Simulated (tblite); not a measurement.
Geometry relaxation of Si$_{5}$N$_{2}$H$_{12}$S (part 1 of 3)

System: Si$_{5}$N$_{2}$H$_{12}$S, SMILES N[Si@@H]1S[Si@@H]([SiH3])[Si@H]1N[SiH3].
Method: GFN2-xTB geometry optimisation, gas phase (tblite 0.8.0).

It belongs to a series of runs on one base structure; here: H on Si replaced by NHSiH3.

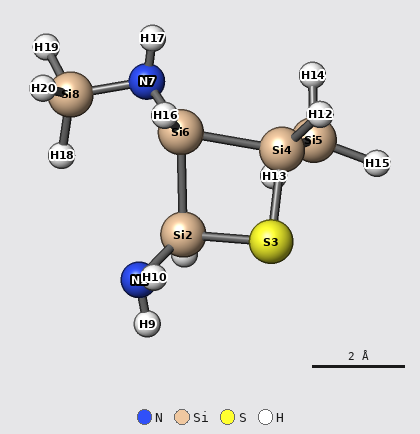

Figure 1. The input geometry (ball-and-stick view, seen at a tilt; atoms are numbered from 1 in the order of the input).

Summary

- outcome: converged
- total energy: −651.1164 eV
- hardware: 1 CPU thread, shared host
- wall time: 3.1 s
- peak memory: 0.18 GiB

Input
```
{"job": {"kind": "relax", "xc": "GFN2-xTB", "basis": "xTB"}, "charge": 0, "multiplicity": 1}
N     -0.016900     3.143700     0.359000
Si    -0.476500     1.619600    -0.202500
S     -2.394000     1.299100     0.667000
Si    -1.815500    -0.776400     0.624700
Si    -2.205400    -1.869400    -1.324300
Si     0.367000    -0.205300     0.900900
N      1.552900    -1.215300     0.221500
Si     3.009100    -0.369100    -0.038800
H     -0.519400     3.845000    -0.183500
H     -0.378900     3.266100     1.314500
H     -0.539900     1.564500    -1.668500
H     -2.385100    -1.475200     1.827500
H     -1.603900    -1.118900    -2.455500
H     -1.620700    -3.237600    -1.308100
H     -3.666500    -1.985900    -1.587700
H      0.713500     0.028300     2.345100
H      1.758500    -1.989900     0.854100
H      2.748500     0.702000    -1.020300
H      3.959100    -1.352700    -0.585700
H      3.508900     0.137900     1.257500
```

The first line tells a small driver script what to run in tblite; the rest is the geometry in Å.

Command:
```bash
OMP_NUM_THREADS=1 python <driver script> task.json out
```

Log
```
step      E/eV     max force
  0    -650.14323    1.931
  1    -650.32642    1.240
  2    -650.42101    0.698
  3    -650.48732    0.911
  4    -650.60166    0.790
  5    -650.68848    0.735
  6    -650.75239    0.700
  7    -650.79703    0.521
  8    -650.82699    0.417
  9    -650.85367    0.561
 10    -650.87678    0.604
 11    -650.89988    0.501
 12    -650.91962    0.408
 13    -650.93583    0.354
 14    -650.94906    0.327
 15    -650.95941    0.250
 16    -650.96701    0.214
 17    -650.97236    0.183
 18    -650.97730    0.227
 19    -650.98260    0.240
 20    -650.98832    0.226
 21    -650.99296    0.155
 22    -650.99550    0.126
 23    -650.99739    0.120
 24    -650.99993    0.160
 25    -651.00297    0.184
 26    -651.00604    0.149
 27    -651.00881    0.142
 28    -651.01132    0.158
 29    -651.01363    0.172
 30    -651.01625    0.115
 31    -651.01795    0.089
 32    -651.01923    0.083
 33    -651.02069    0.124
 34    -651.02263    0.157
 35    -651.02482    0.134
 36    -651.02695    0.101
 37    -651.02897    0.111
 38    -651.03094    0.130
 39    -651.03254    0.095
 40    -651.03368    0.075
 41    -651.03478    0.070
 42    -651.03634    0.118
 43    -651.03880    0.158
 44    -651.04211    0.150
 45    -651.04539    0.126
 46    -651.04792    0.101
 47    -651.04991    0.099
 48    -651.05208    0.137
 49    -651.05499    0.139
 50    -651.05885    0.145
 51    -651.06340    0.180
 52    -651.06763    0.153
 53    -651.07079    0.108
 54    -651.07304    0.082
 55    -651.07489    0.102
 56    -651.07688    0.118
 57    -651.07874    0.158
 58    -651.08051    0.147
 59    -651.08211    0.088
 60    -651.08377    0.101
 61    -651.08498    0.092
 62    -651.08687    0.114
 63    -651.08825    0.086
 64    -651.08943    0.079
 65    -651.09062    0.091
 66    -651.09224    0.087
 67    -651.09451    0.116
 68    -651.09757    0.138
 69    -651.10084    0.139
 70    -651.10332    0.091
 71    -651.10433    0.124
 72    -651.10547    0.068
 73    -651.10616    0.061
 74    -651.10753    0.076
 75    -651.10839    0.087
 76    -651.10930    0.070
 77    -651.10981    0.059
 78    -651.11020    0.050
 79    -651.11054    0.060
 80    -651.11095    0.053
 81    -651.11128    0.051
 82    -651.11161    0.052
 83    -651.11198    0.059
 84    -651.11240    0.070
 85    -651.11279    0.053
 86    -651.11308    0.034
 87    -651.11322    0.026
 88    -651.11331    0.022
 89    -651.11339    0.025
 90    -651.11350    0.025
 91    -651.11363    0.025
 92    -651.11376    0.030
 93    -651.11385    0.020
 94    -651.11393    0.020
 95    -651.11400    0.017
 96    -651.11406    0.023
 97    -651.11415    0.027
 98    -651.11429    0.032
 99    -651.11447    0.038
100    -651.11465    0.030
101    -651.11476    0.016
102    -651.11482    0.017
103    -651.11487    0.024
104    -651.11497    0.038
105    -651.11515    0.047
106    -651.11541    0.057
107    -651.11562    0.048
108    -651.11574    0.021
109    -651.11579    0.021
110    -651.11583    0.018
111    -651.11588    0.018
112    -651.11594    0.019
113    -651.11602    0.024
114    -651.11609    0.022
115    -651.11615    0.013
116    -651.11618    0.011
117    -651.11620    0.014
118    -651.11624    0.019
119    -651.11628    0.017
120    -651.11632    0.012
121    -651.11635    0.013
122    -651.11637    0.009
```

Trajectory as extended XYZ (Å, eV, eV/Å), 24 of the 123 frames kept, from step=0 to step=122
```
20
Properties=species:S:1:pos:R:3:forces:R:3 step=0 energy=-650.14323
N    -0.0169    3.1437    0.3590   -0.4260   1.6170   0.5850
Si   -0.4765    1.6196   -0.2025    0.8130  -0.7370  -0.7460
S    -2.3940    1.2991    0.6670   -0.9260  -0.3510  -0.0150
Si   -1.8155   -0.7764    0.6247   -0.4930  -1.4390   1.1900
Si   -2.2054   -1.8694   -1.3243   -0.5380  -0.3740  -0.7570
Si    0.3670   -0.2053    0.9009   -0.7270   0.8220   1.1690
N     1.5529   -1.2153    0.2215    0.2890  -1.1190   0.2610
Si    3.0091   -0.3691   -0.0388    1.5380   0.5020  -0.5280
H    -0.5194    3.8450   -0.1835    0.4380   0.2160   0.1490
H    -0.3789    3.2661    1.3145    0.5080   0.1090  -0.3910
H    -0.5399    1.5645   -1.6685   -0.0940   0.1380   0.1130
H    -2.3851   -1.4752    1.8275   -0.0830   0.4350  -0.3980
H    -1.6039   -1.1189   -2.4555   -0.1270  -0.2330   0.1630
H    -1.6207   -3.2376   -1.3081   -0.1710   0.4250  -0.0050
H    -3.6665   -1.9859   -1.5877    0.4100  -0.0660  -0.0680
H     0.7135    0.0283    2.3451   -0.0210   0.1060  -0.2820
H     1.7585   -1.9899    0.8541   -0.3230   0.0210  -0.5260
H     2.7485    0.7020   -1.0203    0.0110  -0.2290   0.2940
H     3.9591   -1.3527   -0.5857   -0.1230   0.1110   0.0920
H     3.5089    0.1379    1.2575    0.0460   0.0440  -0.3000
20
Properties=species:S:1:pos:R:3:forces:R:3 step=5 energy=-650.68848
N    -0.0455    3.2263    0.3516   -0.1490   0.0490   0.0300
Si   -0.3876    1.6299   -0.2119   -0.6740  -0.1020   0.1880
S    -2.4725    1.1627    0.6041    0.5320  -0.3300  -0.3850
Si   -1.8527   -0.9472    0.6924    0.0820   0.3630  -0.0420
Si   -2.2554   -1.8921   -1.3731    0.0390   0.1370   0.4080
Si    0.3291   -0.2113    0.9955    0.0290  -0.1230  -0.2220
N     1.5998   -1.1703    0.2750   -0.0860  -0.1850   0.3510
Si    3.1049   -0.3700   -0.0662   -0.2600  -0.1390   0.1340
H    -0.4788    3.9719   -0.1849    0.1420  -0.0420   0.2130
H    -0.3166    3.3244    1.3291    0.1610   0.2100  -0.3030
H    -0.5547    1.6016   -1.6795    0.1010   0.1550   0.2720
H    -2.4873   -1.4639    1.8881   -0.2650  -0.1210   0.1870
H    -1.6211   -1.1516   -2.4482    0.0680   0.1280  -0.2040
H    -1.6431   -3.1985   -1.3197    0.1180  -0.4530  -0.1090
H    -3.6670   -2.0127   -1.6306   -0.4240  -0.1040  -0.2260
H     0.7317    0.0777    2.3739    0.0420   0.1700   0.2760
H     1.7135   -2.0476    0.7833   -0.0210   0.2930  -0.4400
H     2.7505    0.6923   -0.9940    0.0530   0.0570  -0.0920
H     3.9963   -1.3783   -0.5998    0.1550  -0.1220  -0.0840
H     3.5515    0.1674    1.2120    0.3560   0.1600   0.0490
20
Properties=species:S:1:pos:R:3:forces:R:3 step=11 energy=-650.89988
N    -0.0859    3.2365    0.3364    0.0410   0.0940   0.1470
Si   -0.4737    1.6297   -0.1575    0.2010   0.0940   0.0650
S    -2.4704    1.0706    0.4724   -0.4830  -0.0720   0.1100
Si   -1.8496   -1.0239    0.7569    0.1010   0.0860  -0.3320
Si   -2.2917   -1.9303   -1.3539    0.0600  -0.0480   0.0870
Si    0.3279   -0.1953    1.0515    0.1000  -0.0360  -0.1360
N     1.6139   -1.1359    0.3382    0.0500   0.0550   0.0390
Si    3.1317   -0.3832   -0.0522   -0.1040  -0.0080   0.0710
H    -0.4294    4.0412   -0.1668   -0.0120  -0.1560  -0.1860
H    -0.2351    3.4256    1.3150    0.0970  -0.0090   0.1360
H    -0.5293    1.6743   -1.6121    0.0840   0.0400  -0.0940
H    -2.6026   -1.4749    1.9275   -0.0820  -0.0130  -0.0150
H    -1.6460   -1.1642   -2.4417   -0.0970  -0.0650   0.1960
H    -1.6562   -3.2540   -1.3654   -0.0840  -0.0640  -0.0750
H    -3.7115   -2.0529   -1.7065    0.0970  -0.0430   0.0130
H     0.7321    0.1473    2.4301   -0.0120   0.0430   0.1340
H     1.6849   -2.0913    0.6591   -0.0710   0.1280  -0.0910
H     2.7772    0.6751   -0.9919    0.0420   0.0010  -0.0580
H     4.0229   -1.3985   -0.6105   -0.0760  -0.0040   0.0390
H     3.6856    0.2147    1.1684    0.1450  -0.0230  -0.0490
20
Properties=species:S:1:pos:R:3:forces:R:3 step=16 energy=-650.96701
N    -0.0865    3.2449    0.3662    0.0230  -0.0410  -0.0060
Si   -0.5089    1.6474   -0.1193    0.0050   0.0000  -0.0230
S    -2.5508    1.0389    0.4366    0.1490   0.0370  -0.0150
Si   -1.8398   -1.0229    0.7372   -0.0950  -0.0360   0.1020
Si   -2.2980   -1.9788   -1.3248   -0.0230  -0.1030  -0.1200
Si    0.3345   -0.1707    1.0669   -0.1500   0.0610   0.1400
N     1.6207   -1.1076    0.3605    0.0050   0.1130   0.0410
Si    3.1394   -0.3736   -0.0360    0.1170   0.0430  -0.0880
H    -0.4145    4.0124   -0.2006   -0.0050   0.0020   0.0880
H    -0.1761    3.4758    1.3432    0.0050   0.0620  -0.0250
H    -0.4875    1.7187   -1.5823    0.0070   0.0000   0.0550
H    -2.6433   -1.4745    1.8916    0.0860   0.0180  -0.1520
H    -1.6767   -1.1782   -2.3877    0.0590   0.0080   0.0260
H    -1.6857   -3.3104   -1.4095   -0.0490  -0.0310   0.0090
H    -3.7024   -2.0848   -1.7304    0.0040  -0.0680   0.0870
H     0.7184    0.1799    2.4670   -0.0350  -0.0600  -0.1030
H     1.6571   -2.0885    0.5889   -0.0650   0.0750  -0.0080
H     2.8041    0.6637   -1.0070    0.0130   0.0320   0.0000
H     4.0013   -1.4069   -0.5997   -0.0360  -0.0840   0.0040
H     3.7894    0.2257    1.1363   -0.0160  -0.0280  -0.0120
20
Properties=species:S:1:pos:R:3:forces:R:3 step=21 energy=-650.99296
N    -0.0767    3.2476    0.3821    0.0130   0.0750  -0.0010
Si   -0.5097    1.6544   -0.1014    0.0480   0.0220   0.0300
S    -2.5510    1.0339    0.4148   -0.0090   0.0150  -0.0240
Si   -1.8502   -1.0337    0.7197    0.0390   0.0360  -0.1040
Si   -2.3013   -2.0208   -1.3345    0.0090   0.0350   0.0420
Si    0.3041   -0.1577    1.0928    0.0890  -0.0060  -0.0920
N     1.6262   -1.0476    0.3930    0.0000  -0.0160  -0.0390
Si    3.1595   -0.3646   -0.0491   -0.0670  -0.0120   0.0260
H    -0.4103    4.0067   -0.1902   -0.0130   0.0620   0.0030
H    -0.1449    3.5153    1.3510    0.0040  -0.0620   0.0190
H    -0.4661    1.7393   -1.5599    0.0020  -0.0070  -0.0130
H    -2.6553   -1.4798    1.8525   -0.0710  -0.0610   0.0920
H    -1.6673   -1.1842   -2.3578    0.0420  -0.0370  -0.0660
H    -1.7132   -3.3581   -1.4274    0.0200  -0.0620   0.0050
H    -3.7084   -2.1278   -1.7123   -0.0600  -0.0420   0.0190
H     0.7029    0.1788    2.4734   -0.0320   0.0010   0.1520
H     1.6190   -2.0428    0.5492    0.0050   0.0580  -0.0070
H     2.8241    0.6753   -1.0186    0.0610   0.0130  -0.0150
H     3.9799   -1.4454   -0.5963   -0.0790  -0.0020  -0.0020
H     3.8336    0.2219    1.1161    0.0010  -0.0120  -0.0250
20
Properties=species:S:1:pos:R:3:forces:R:3 step=27 energy=-651.00881
N    -0.0639    3.2769    0.3886   -0.0060  -0.0350  -0.0070
Si   -0.4935    1.6791   -0.0863   -0.0050  -0.0190  -0.0100
S    -2.5434    1.0408    0.3859   -0.0270   0.0270  -0.0030
Si   -1.8542   -1.0294    0.7048    0.0820  -0.0240  -0.0150
Si   -2.3037   -2.0503   -1.3421    0.0250   0.0130   0.0490
Si    0.3066   -0.1345    1.1111   -0.0640  -0.0230   0.0470
N     1.6220   -1.0119    0.3893   -0.0690   0.0530   0.0100
Si    3.1620   -0.3550   -0.0581   -0.0350  -0.0230  -0.0040
H    -0.4153    4.0378   -0.1722   -0.0080   0.0350   0.0720
H    -0.1232    3.5163    1.3652   -0.0010   0.0490   0.0050
H    -0.4490    1.7493   -1.5451    0.0320   0.0090  -0.0270
H    -2.6711   -1.4995    1.8350    0.0360   0.0450  -0.0530
H    -1.6477   -1.2211   -2.3675   -0.0740  -0.1210  -0.0050
H    -1.7282   -3.4012   -1.4330   -0.0060   0.0640   0.0290
H    -3.7250   -2.1757   -1.6868    0.0820   0.0160  -0.0070
H     0.6657    0.1678    2.5235   -0.0300  -0.0350  -0.0470
H     1.5987   -2.0080    0.5224    0.0200  -0.0370   0.0070
H     2.8702    0.6899   -1.0340    0.0240   0.0280  -0.0270
H     3.9245   -1.4754   -0.5984    0.0140  -0.0340  -0.0460
H     3.8636    0.2146    1.0948    0.0120   0.0100   0.0310
20
Properties=species:S:1:pos:R:3:forces:R:3 step=32 energy=-651.01923
N    -0.0562    3.2910    0.3954   -0.0370   0.0020   0.0410
Si   -0.4839    1.6930   -0.0859   -0.0210   0.0180  -0.0080
S    -2.5390    1.0569    0.3752    0.0070  -0.0280  -0.0200
Si   -1.8371   -1.0154    0.6892   -0.0530   0.0080   0.0390
Si   -2.2958   -2.0613   -1.3293    0.0020  -0.0420  -0.0460
Si    0.2954   -0.1233    1.1249    0.0350   0.0350  -0.0150
N     1.6013   -0.9908    0.3782    0.0550  -0.0190   0.0100
Si    3.1522   -0.3518   -0.0665    0.0380  -0.0030  -0.0200
H    -0.4263    4.0624   -0.1393   -0.0040  -0.0180   0.0080
H    -0.1167    3.5166    1.3759    0.0240   0.0160   0.0170
H    -0.4283    1.7512   -1.5470    0.0360   0.0190   0.0200
H    -2.6601   -1.4981    1.8069    0.0070   0.0420  -0.0070
H    -1.6522   -1.2799   -2.3906   -0.0240  -0.0170  -0.0550
H    -1.7315   -3.4116   -1.4191    0.0380  -0.0280   0.0680
H    -3.7136   -2.1966   -1.6669   -0.0090   0.0250  -0.0070
H     0.6303    0.1434    2.5471   -0.0020  -0.0120  -0.0230
H     1.5953   -1.9883    0.5199   -0.0340   0.0360   0.0080
H     2.9082    0.7044   -1.0487   -0.0120  -0.0350   0.0330
H     3.8837   -1.4961   -0.6121   -0.0040   0.0370  -0.0070
H     3.8694    0.2051    1.0897   -0.0400  -0.0380  -0.0360
20
Properties=species:S:1:pos:R:3:forces:R:3 step=37 energy=-651.02897
N    -0.0708    3.3106    0.4239    0.0110   0.0270   0.0060
Si   -0.4892    1.7169   -0.0744    0.0150   0.0210   0.0370
S    -2.5425    1.0481    0.3317   -0.0150   0.0530  -0.0340
Si   -1.8318   -1.0129    0.6768    0.0380  -0.0040  -0.1040
Si   -2.2893   -2.0986   -1.3296    0.0040   0.0210   0.0050
Si    0.2932   -0.0964    1.1347   -0.0300   0.0000  -0.0310
N     1.6035   -0.9563    0.3886   -0.0450   0.0040  -0.0010
Si    3.1587   -0.3559   -0.0828   -0.0230   0.0010   0.0040
H    -0.4351    4.0913   -0.0991   -0.0320  -0.0100  -0.0320
H    -0.0814    3.5446    1.4031   -0.0090  -0.0490   0.0500
H    -0.3793    1.7786   -1.5318    0.0080   0.0300   0.0170
H    -2.6714   -1.4767    1.7847   -0.0290   0.0080   0.0480
H    -1.6760   -1.3599   -2.4382    0.0280  -0.0020  -0.0160
H    -1.7203   -3.4500   -1.3738    0.0070  -0.0180   0.0520
H    -3.7101   -2.2177   -1.6585   -0.0230  -0.0320   0.0140
H     0.5928    0.1225    2.5710    0.0290   0.0140  -0.0080
H     1.5652   -1.9546    0.4994    0.0040  -0.0660   0.0100
H     2.9454    0.7078   -1.0557   -0.0490   0.0400  -0.0540
H     3.8476   -1.5144   -0.6380    0.0590  -0.0450  -0.0430
H     3.8855    0.1837    1.0651    0.0530   0.0060   0.0800
20
Properties=species:S:1:pos:R:3:forces:R:3 step=42 energy=-651.03634
N    -0.0743    3.3232    0.4422    0.0230  -0.0160  -0.0030
Si   -0.4854    1.7333   -0.0693    0.0190  -0.0060  -0.0140
S    -2.5416    1.0674    0.3099    0.0110  -0.0130  -0.0330
Si   -1.8285   -1.0000    0.6505   -0.0730   0.0460   0.0810
Si   -2.2817   -2.1062   -1.3361   -0.0220  -0.0370  -0.0680
Si    0.2891   -0.0888    1.1230    0.0300  -0.0250   0.0630
N     1.5960   -0.9570    0.3803    0.0180  -0.0140  -0.0300
Si    3.1556   -0.3596   -0.0910    0.0100  -0.0200   0.0020
H    -0.4561    4.0972   -0.0789   -0.0120   0.0220   0.0650
H    -0.0816    3.5349    1.4273   -0.0310   0.0310  -0.0200
H    -0.3536    1.7961   -1.5251    0.0020   0.0390   0.0140
H    -2.6633   -1.4508    1.7790    0.0400   0.0360  -0.0750
H    -1.6800   -1.4043   -2.4788    0.0140  -0.0370   0.0490
H    -1.7043   -3.4589   -1.3167   -0.0350   0.0410   0.0090
H    -3.7088   -2.2276   -1.6456    0.0190  -0.0550   0.0070
H     0.5868    0.1090    2.5665    0.0110   0.0210  -0.0570
H     1.5585   -1.9543    0.5123    0.0210  -0.0070  -0.0100
H     2.9394    0.7124   -1.0644   -0.0210  -0.0480   0.0520
H     3.8475   -1.5182   -0.6636   -0.0200   0.0700   0.0250
H     3.8811    0.1630    1.0755   -0.0030  -0.0290  -0.0560
20
Properties=species:S:1:pos:R:3:forces:R:3 step=48 energy=-651.05208
N    -0.0724    3.3695    0.5011   -0.0540   0.0290   0.0670
Si   -0.4564    1.7814   -0.0431    0.0390   0.0350  -0.0340
S    -2.5378    1.1019    0.1933    0.0760   0.0600  -0.0040
Si   -1.8424   -0.9493    0.5818    0.0330  -0.0390  -0.0430
Si   -2.2791   -2.1640   -1.3511   -0.0140   0.0210   0.1350
Si    0.2764   -0.0762    1.1258   -0.0360   0.0020  -0.1160
N     1.5782   -0.9386    0.3625    0.0070  -0.0710   0.0270
Si    3.1493   -0.3739   -0.1091   -0.0160   0.0110  -0.0040
H    -0.5124    4.1455    0.0300    0.0050  -0.0120  -0.0200
H    -0.0713    3.5560    1.4912    0.0040  -0.0190   0.0400
H    -0.2643    1.8940   -1.4862    0.0050   0.0170  -0.0560
H    -2.6642   -1.3731    1.7206   -0.0620  -0.0030   0.0240
H    -1.6760   -1.5713   -2.5483    0.0030  -0.0090   0.0200
H    -1.7011   -3.5005   -1.1799    0.0170  -0.0510  -0.0360
H    -3.7081   -2.3343   -1.6123   -0.0160  -0.0270  -0.0510
H     0.5673    0.0982    2.5654    0.0420   0.0230   0.0500
H     1.5361   -1.9368    0.4949    0.0000   0.0120  -0.0070
H     2.9360    0.7068   -1.0648   -0.0240   0.0600   0.0140
H     3.8169   -1.5190   -0.7222    0.0020  -0.0490  -0.0060
H     3.9204    0.0944    1.0473   -0.0110   0.0130   0.0000
20
Properties=species:S:1:pos:R:3:forces:R:3 step=53 energy=-651.07079
N    -0.1047    3.4247    0.6037    0.0640  -0.0220  -0.0480
Si   -0.3842    1.8541   -0.0419   -0.0540  -0.0150  -0.0280
S    -2.4812    1.1697    0.0487   -0.0150  -0.0120   0.0010
Si   -1.8616   -0.8888    0.5058    0.0070   0.0030   0.0740
Si   -2.2896   -2.2422   -1.3265   -0.0090  -0.0750  -0.0440
Si    0.2647   -0.0592    1.0910    0.0800  -0.0490   0.0530
N     1.5647   -0.9502    0.3554    0.0560   0.0250  -0.0510
Si    3.1321   -0.3962   -0.1335    0.0630   0.0170  -0.0330
H    -0.5778    4.1941    0.1555   -0.0010   0.0320   0.0580
H    -0.0710    3.5768    1.5987   -0.0510  -0.0370  -0.0070
H    -0.1587    2.0365   -1.4743    0.0530   0.0460  -0.0120
H    -2.7010   -1.2692    1.6555   -0.0090   0.0480  -0.0360
H    -1.6752   -1.7772   -2.5766   -0.0170   0.0200   0.0680
H    -1.6983   -3.5564   -1.0417    0.0160  -0.0220  -0.0020
H    -3.7065   -2.4853   -1.6131    0.0200   0.0270   0.0010
H     0.5815    0.1091    2.5353   -0.0300   0.0110  -0.0590
H     1.5198   -1.9481    0.4721   -0.0750  -0.0490   0.0460
H     2.8931    0.7258   -1.0364    0.0080   0.0280   0.0130
H     3.7920   -1.5265   -0.7871   -0.0660  -0.0150  -0.0240
H     3.9567    0.0191    1.0063   -0.0390   0.0370   0.0320
```
